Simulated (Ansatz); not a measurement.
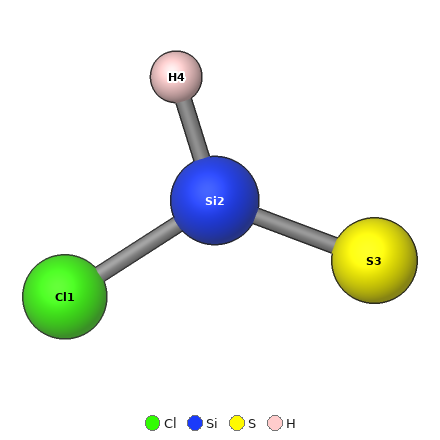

The system is ClHSSi, SMILES S=[SiH]Cl; the picture shows the reference structure. The first coordinate is: bond length Si2–S3; the second: angle Cl1–Si2–S3. Nothing is relaxed (all other coordinates rigid). The grid has 15 × 15 points. Points are written as (first, second). Energies: eV, counted from the lowest grid point. The restricted reference is unstable at some or all points, so the energies there are unreliable. All numbers below come from Ansatz, RHF-MP2, frozen core/def2-TZVP.

Its coordinates:

```xyz
4

Cl    1.2102   -0.1868   -1.6078
Si    0.0016   -0.0325    0.0130
S    -0.9048    1.5596    0.6325
H    -0.0347   -1.3759    0.6059
```

Range: bond length Si2–S3 from 1.625 to 2.514 Å; angle Cl1–Si2–S3 from 101.7 to 151.7°.

What will the energy surface look like?

Answer. The lowest grid point is at (1.942 Å, 126.7°). No other kind of well shows on this grid. The highest grid point, (1.625 Å, 101.7°), lies 3.49 eV above the lowest. Round the minimum the two coordinates are weakly coupled (coupling 0.05 in units of the two stiffnesses).

```tsv
angle Cl1–Si2–S3 ↓, bond length Si2–S3 →	1.625	1.688	1.752	1.815	1.879	1.942	2.006	2.069	2.133	2.196	2.260	2.323	2.387	2.451	2.514
151.7	3.20	2.13	1.42	0.99	0.78	0.73	0.81	0.98	1.23	1.51	1.85	2.20	2.57	2.95	3.32
148.2	2.99	1.93	1.21	0.79	0.58	0.53	0.61	0.78	1.03	1.32	1.65	2.00	2.38	2.76	3.14
144.6	2.82	1.76	1.04	0.62	0.41	0.36	0.44	0.61	0.86	1.15	1.49	1.84	2.22	2.60	2.98
141.0	2.69	1.63	0.91	0.48	0.27	0.23	0.31	0.48	0.73	1.02	1.35	1.71	2.09	2.47	2.85
137.4	2.60	1.53	0.81	0.38	0.17	0.13	0.21	0.38	0.62	0.91	1.25	1.60	1.98	2.37	2.75
133.9	2.54	1.47	0.75	0.32	0.10	0.06	0.14	0.31	0.55	0.84	1.18	1.53	1.91	2.30	2.68
130.3	2.51	1.44	0.71	0.28	0.06	0.01	0.09	0.26	0.50	0.79	1.13	1.48	1.86	2.25	2.63
126.7	2.52	1.43	0.71	0.27	0.05	0.00	0.07	0.24	0.48	0.77	1.10	1.45	1.83	2.22	2.61
123.2	2.55	1.46	0.73	0.29	0.07	0.01	0.08	0.25	0.49	0.77	1.10	1.45	1.83	2.22	2.60
119.6	2.61	1.52	0.78	0.34	0.11	0.05	0.12	0.28	0.51	0.80	1.12	1.47	1.85	2.23	2.62
116.0	2.71	1.62	0.87	0.42	0.19	0.12	0.18	0.34	0.57	0.85	1.17	1.51	1.89	2.27	2.66
112.4	2.85	1.74	0.99	0.53	0.29	0.22	0.27	0.42	0.65	0.92	1.24	1.58	1.95	2.33	2.72
108.9	3.02	1.90	1.14	0.67	0.42	0.34	0.39	0.53	0.75	1.02	1.33	1.67	2.03	2.41	2.79
105.3	3.23	2.10	1.32	0.85	0.59	0.50	0.54	0.67	0.88	1.14	1.45	1.78	2.14	2.51	2.89
101.7	3.49	2.34	1.56	1.07	0.79	0.69	0.72	0.85	1.05	1.30	1.59	1.92	2.27	2.64	3.02
```

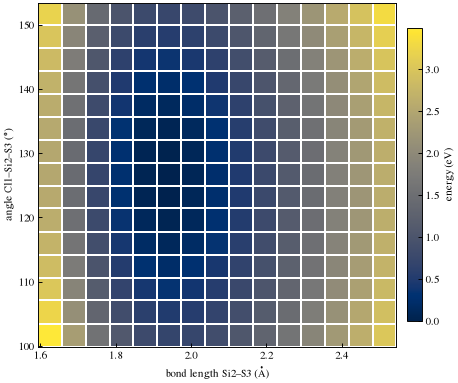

In the figure: one coloured cell a grid point.

Each point was launched as `ansatz run input.yaml --threads 1 --pin off --max-ram 2560MiB --backend cpu --events-out ev --progress --plain --runs-dir out`. Time for the 225 points that were run: 27 min on 1 thread of Arm Neoverse N1, on a shared host.
